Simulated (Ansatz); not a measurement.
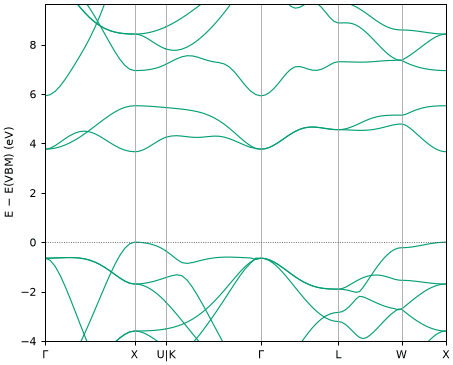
Band structure from plane-wave PAW LDA (Ansatz code)

Read off the gap and where the band edges lie.

About 3.7 eV (3.66 eV by a search for the band edges); maximum at X, minimum at X.

Which compound is it?
(A) MgO, rock salt
(B) BeSe, zinc blende
(C) HfO2, fluorite
(D) SrO, rock salt

C, HfO2, fluorite

Space group Fm-3m (fluorite). This is a known high-temperature phase of the composition, computed here at zero pressure and temperature. The LDA relaxation kept the symmetry of its start. At this level the phase is dynamically unstable (imaginary phonons). No spin polarisation was allowed. Spin–orbit coupling is left out wherever it is not named.

Potentials: the earlier of the program's two PAW sets. The files were generated under PBE; for other functionals the program regenerates the frozen cores, and for LDA and PBEsol the local potential too.
